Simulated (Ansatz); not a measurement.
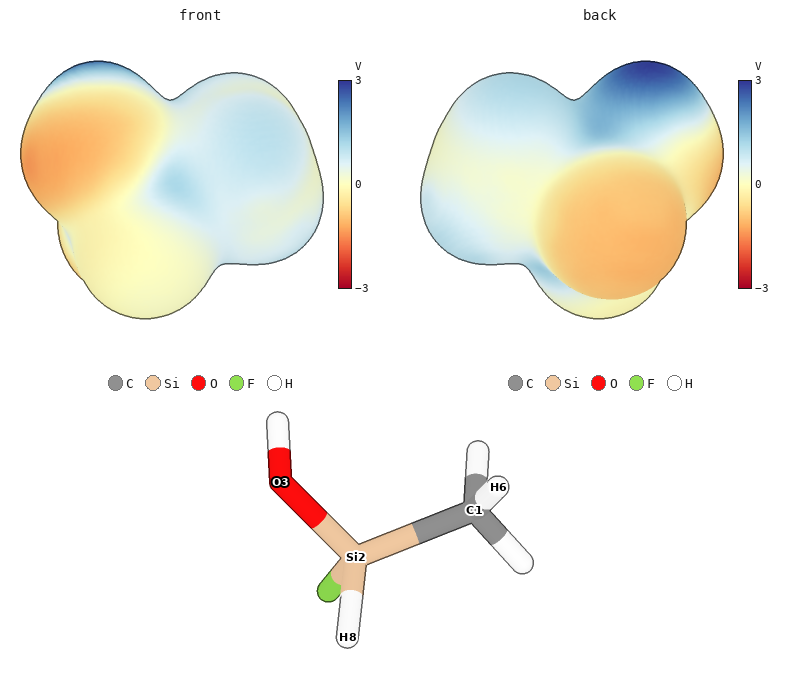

The picture shows: CH$_{5}$FOSi (SMILES C[SiH](O)F). The molecular electrostatic potential painted on the density surface at 0.002 e/bohr³, seen from the front and from behind; the colour scale runs from red (negative) to blue (positive). The bare structure is drawn below in the same view.

Geometry: PBE0-D4/def2-TZVP.

All numbers below come from RKS PBE0-D4/def2-TZVPP in Ansatz 0.2.0.

```yaml
atoms:
  - { symbol: C, position_ang: [-1.0592, 0.3827, 0.2021] }
  - { symbol: Si, position_ang: [0.5987, -0.0594, -0.4917] }
  - { symbol: O, position_ang: [1.6998, -0.4260, 0.6588] }
  - { symbol: F, position_ang: [0.3861, -1.3192, -1.4572] }
  - { symbol: H, position_ang: [-1.7593, 0.6242, -0.6015] }
  - { symbol: H, position_ang: [-0.9821, 1.2517, 0.8601] }
  - { symbol: H, position_ang: [-1.4840, -0.4450, 0.7767] }
  - { symbol: H, position_ang: [1.2140, 1.0180, -1.2926] }
  - { symbol: H, position_ang: [1.4746, -1.0731, 1.3282] }
```

Which sites attract a positive test charge, and which a negative one?

Answer. A positive charge is drawn to the negative regions and a negative charge to the positive ones. The most negative region (about −1.3 V, or −30 kcal/mol for a unit charge) lies over O3, the most positive (about +2.8 V, or +65 kcal/mol for a unit charge) over H9. O3 is the likeliest acceptor of a hydrogen bond.
